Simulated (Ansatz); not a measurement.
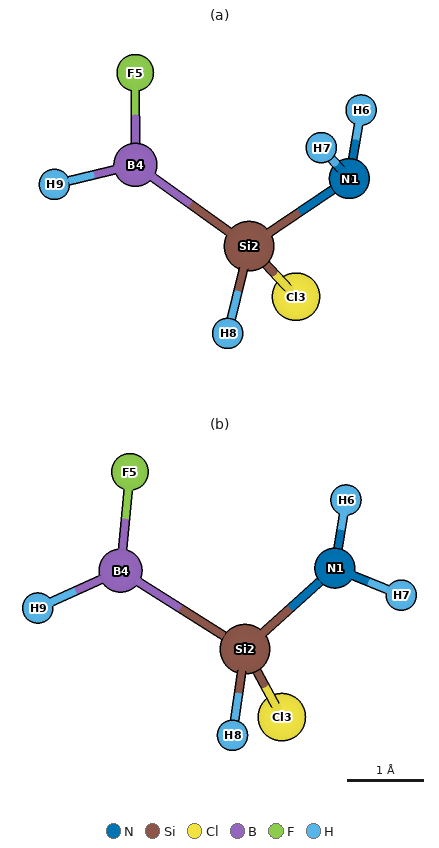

The structure of BSiNH₄ClF (coarse preliminary run) before (top) and after (bottom) a relaxation, at one scale.

Style: ball-and-stick. Shown at a tilt.

The start comes from a force field.

Method: RKS PBE-D4/def2-SVP (Ansatz 0.2.0). (force threshold 0.03 eV/Å; at most 200 steps)

Summarise the run.

Answer. Over 16 accepted moves (18 points after the start) the energy falls by 0.953 eV. Largest force component: 4.6 eV/Å at the start, 0.022 eV/Å at the end. The line search rejected the trial steps at points 3, 12 of the run. H7 moves most after the best rigid fit: 1.25 Å. By element the largest moves are H 1.25 Å, F 0.46 Å, N 0.33 Å, Cl 0.33 Å, B 0.25 Å, Si 0.23 Å. Near-neighbour distances that change, for instance: Si2–B4 1.864 → 2.030 Å, B4–F5 1.470 → 1.336 Å, N1–H6 1.116 → 1.024 Å, N1–Si2 1.782 → 1.731 Å. Among the angles between lasting bonds that change: Si2–N1–H7 107.9° → 121.1°, Si2–N1–H6 105.3° → 118.3°, Cl3–Si2–B4 108.3° → 98.9°. Groups turn about Si2–B4 by about 40°.
